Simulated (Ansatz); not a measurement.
Generalised stacking fault of AlN (zinc blende) on the {111} plane, shuffle cut. The cell below holds the perfect crystal with the plane normal along z; tilting its third vector by the shift puts one fault into each cell, between planes 1.91 Å apart, at fixed cell height.

```
AlN
1.0
    3.11354     0.00000     0.00000
    1.55677     2.69641     0.00000
    0.00000     0.00000     7.62659
N Al
3 3
Direct
  0.66667   0.66667   0.87500
  0.33333   0.33333   0.20833
  0.00000   0.00000   0.54167
  0.00000   0.00000   0.79167
  0.66667   0.66667   0.12500
  0.33333   0.33333   0.45833
```

In-plane vectors a = (3.114, 0.000) Å, b = (1.557, 2.696) Å, area 8.40 Å². The shift is s times the vector a + b (length 5.393 Å), so s = 1 restores the start. Atoms relax along the normal only. γ = [E(shift) − E(0)] / area.

These are PBE (plane waves to 420 eV, PAW, scalar-relativistic; Ansatz, a program for electronic structure) values and carry that method's errors. k mesh 10×10×4 (Γ-centred), Fermi-Dirac smearing 0.05 eV. Energies are extrapolated to zero smearing. Faults lie only 7.6 Å apart, and holding the cell height raises γ above its relaxed value. AlN was relaxed with its symmetry unable to fall. γ is measured from zero shift.

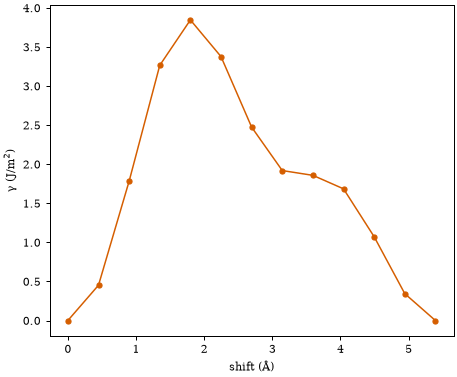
Figure: γ (J/m²) against shift (Å); one marker a computed point (the last repeats the first, one period on).

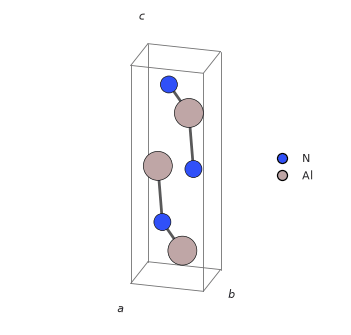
Figure: The cell of the calculation at s = 0.333.

The steepest slope dγ/d(shift) before the first maximum (spline) is 36 GPa. The highest computed γ on the line is 3.85 J/m². Local minima between the ends: no computed point is one. Position of the highest point: s = 0.333.

A slope of 1 mJ/m² per Å is 0.01 GPa.

(The slope of γ gives the shear force per area between the displaced halves; near zero shift its curvature is an elastic stiffness.)
